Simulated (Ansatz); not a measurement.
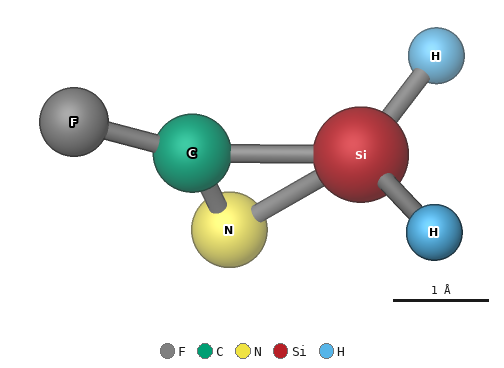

Figure 1. The structure (ball-and-stick view, seen at a tilt). Bond lengths as drawn: C–F 1.34 Å, C–N 1.28 Å, C–Si 1.77 Å, H–Si 1.47 Å and N–Si 1.84 Å.

# Run report: CH2FNSi, frequency calculation

- system: CH2FNSi
- method: MP2/6-31G*, RHF (Ansatz 0.2.0)

The geometry was optimised with MP2/6-31G*.

**Input**
```yaml
crystal:
  periodic: [false, false, false]
  atoms:
    - {symbol: F, position_ang: [1.445479, -1.606642, 0.861134]}
    - {symbol: C, position_ang: [0.505648, -0.819565, 0.331013]}
    - {symbol: N, position_ang: [-0.646438, -1.136114, -0.130655]}
    - {symbol: Si, position_ang: [-0.284004, 0.665133, -0.235284]}
    - {symbol: H, position_ang: [0.005102, 1.252042, -1.557184]}
    - {symbol: H, position_ang: [-0.983786, 1.581247, 0.684776]}
basis:
  gaussian: {orbitals: "6-31G*"}
correlation: {method: mp2}
phonons: {temperatures: {t_min: 298.15, t_max: 298.15, t_step: 1}}
```

Machine: 1 thread of Arm Neoverse V2, 112 GiB of memory available, shared host.

Launch command:
```bash
ansatz run input.yaml --threads 1 --pin off --max-ram 3480MiB --events-out events.jsonl --progress --plain --runs-dir runs
```

**The program's output**
```
Functional definition: HF
  name "HF"
  exchange = exact_x
  correlation = 0
these checks for a lower state are left out or cut short: cluster_reference
697 factors; integrals over basis functions are off by at most 6.5e-4 eV
mean field evaluation 1: about -13106.3174 eV, gradient 3.5e1 eV
mean field evaluation 2: about -13106.3885 eV, gradient 3.5e1 eV
mean field evaluation 4: about -13109.3063 eV, gradient 3.5e0 eV
mean field evaluation 8: about -13109.3679 eV, gradient 4.7e-1 eV
mean field -13109.37016183 eV, -481.7604675971 hartree, gradient 4.4e-6 eV, S^2 0.000000; 0 other end points of the search recorded, 0 dependent functions left out
8 core orbitals not correlated: weight in the atoms' cores, before any rotation towards them, 1.000 or more for the frozen orbitals, at most 0.000 for the correlated occupied ones
reference -13109.37016183 eV, -481.7604675971 hartree; 11, 11 occupied and 49, 49 virtual orbitals, 697 factors
second order -14.67701070 eV of doubles, -0.00000000 eV of singles
the calculation of the forces begins
these checks for a lower state are left out or cut short: starts, cluster_reference, orbital_swaps, neighbouring_geometries, increment
697 factors; integrals over basis functions are off by at most 6.5e-4 eV
mean field evaluation 16: about -13109.2709 eV, gradient 4.7e-1 eV
mean field -13109.36743565 eV, -481.7603674116 hartree, gradient 2.0e-6 eV, S^2 0.000000; 0 other end points of the search recorded, 0 dependent functions left out
[... from here on the field's lines of each further geometry are left out, up to the last ...]
8 core orbitals not correlated: weight in the atoms' cores, before any rotation towards them, 1.000 or more for the frozen orbitals, at most 0.000 for the correlated occupied ones
reference -13109.36967829 eV, -481.7604498273 hartree; 11, 11 occupied and 49, 49 virtual orbitals, 697 factors
second order -14.67746746 eV of doubles, -0.00000000 eV of singles
the calculation of the forces begins
these checks for a lower state are left out or cut short: starts, cluster_reference, orbital_swaps, neighbouring_geometries, increment
697 factors; integrals over basis functions are off by at most 6.5e-4 eV
mean field -13109.37058453 eV, -481.7604831310 hartree, gradient 1.2e-6 eV, S^2 0.000000; 0 other end points of the search recorded, 0 dependent functions left out
8 core orbitals not correlated: weight in the atoms' cores, before any rotation towards them, 1.000 or more for the frozen orbitals, at most 0.000 for the correlated occupied ones
reference -13109.37058453 eV, -481.7604831310 hartree; 11, 11 occupied and 49, 49 virtual orbitals, 697 factors
second order -14.67655627 eV of doubles, -0.00000000 eV of singles
the calculation of the forces begins
Total energy: -13124.04717253 eV, -482.2998377918 hartree
Atom 0 at     1.445479    -1.606642     0.861134 Å, force    -0.000432     0.000247    -0.000252 eV/Å
Atom 1 at     0.505648    -0.819565     0.331013 Å, force     0.000440    -0.000316     0.000319 eV/Å
Atom 2 at    -0.646438    -1.136114    -0.130655 Å, force     0.000083     0.000448    -0.000050 eV/Å
Atom 3 at    -0.284004     0.665133    -0.235284 Å, force     0.000143    -0.000499     0.000132 eV/Å
Atom 4 at     0.005102     1.252042    -1.557184 Å, force     0.000331    -0.000077    -0.001125 eV/Å
Atom 5 at    -0.983786     1.581247     0.684776 Å, force    -0.000566     0.000198     0.000976 eV/Å
Dipole moment:     0.026588     0.588896    -0.074744 e Å
Vibrations: 358.71 367.70 559.59 664.14 683.31 693.70 725.41 1019.31 1283.88 1660.76 2361.69 2382.60 cm⁻¹, zero-point energy 0.791069 eV
Checks for a lower state left out: cluster_reference
```

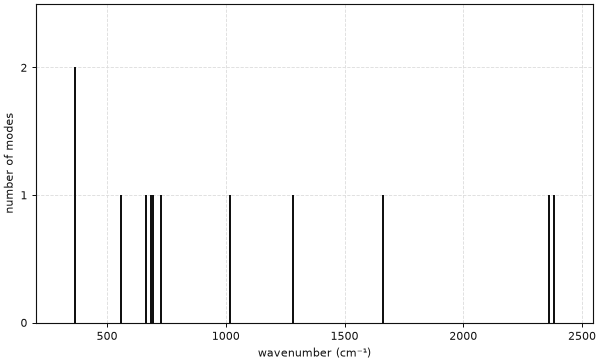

Figure 2. Harmonic vibrational wavenumbers from the force constants; neighbouring modes closer than 9 cm⁻¹ are counted in one stick. 12 modes from 359 to 2383 cm⁻¹, none imaginary.

**Summary**

```tsv
quantity	value
outcome	converged
total energy	−482.299838 hartree
SCF energy	−481.760468 hartree
MP2 energy	−482.299838 hartree
correlation energy	−0.539370 hartree
basis functions	68
largest force	0.001 eV/Å
SCF solution under orbital rotations	stable
zero-point energy	0.029071 hartree
wavenumbers, lowest and highest	359 and 2383 cm⁻¹
wall time	50 s
peak memory	0.13 GiB
```
